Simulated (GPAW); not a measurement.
## Convergence test for AlN (F-43m, 2 atoms in the cell)

```
AlN
1.0
    0.00000     2.15953     2.15953
    2.15953     0.00000     2.15953
    2.15953     2.15953     0.00000
Al N
1 1
Cartesian
  0.00000   0.00000   0.00000
  3.23930   3.23930   3.23930
```

Computed with LDA (Perdew-Wang 92), GPAW PAW datasets LDA (gpaw-data 1.0.1) (plane waves; GPAW).

The starting cell comes from a database of computed structures (which also holds hypothetical and non-ambient phases and stackings), without a prior relaxation at this level. Its lattice was rescaled by a random factor within 2.5 % of one. Another mesh or the band path of this cell gives a smaller gap, so this value is not converged in the mesh.

Held fixed: mode = pw; xc = LDA; kpts = 9 9 9; mesh shift (steps) = 0 0 0; occupations.name = fixed-uniform; nbands = -6; convergence.forces = 0.001 eV/Å; convergence.bands = -4; symmetry.symmorphic = false; symmetry.tolerance = 0.0005; maxiter = 120.

ΔF is the free energy per atom less that of the last row (1800 eV).

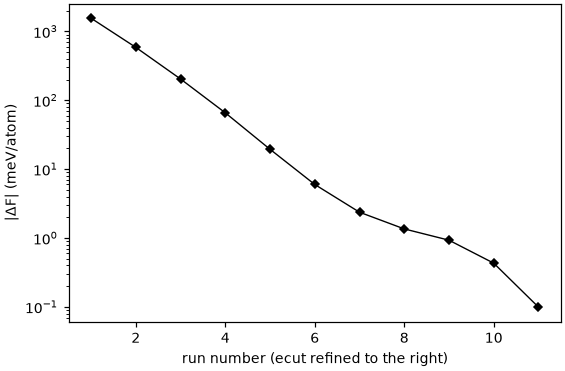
Size of the energy error against the last run of the series; values under 0.01 meV/atom are drawn at 0.01.

```csv
ecut,ΔF (meV/atom),pressure (GPa),gap on the mesh (eV),plane waves,iterations
360 eV,1556.6,-52.09,3.324,331,13
450 eV,587.5,-25.19,3.301,448,13
540 eV,204.0,-8.67,3.393,584,13
630 eV,65.8,-0.40,3.436,745,13
720 eV,19.4,3.20,3.443,899,14
810 eV,6.0,4.56,3.443,1067,14
900 eV,2.4,–,3.443,1258,14
1035 eV,1.36,5.16,3.443,1544,14
1170 eV,0.93,5.16,3.443,1853,15
1350 eV,0.43,5.17,3.443,2285,15
1575 eV,0.10,5.18,3.443,2876,15
1800 eV,0.00,5.19,3.443,3519,15
```

Energy within 10 meV/atom of the last row: from ecut = 810 eV on; the one before it is off by 19 meV/atom.

The gap is read on the k-point mesh of the run and can differ from the gap over the whole zone at this level.
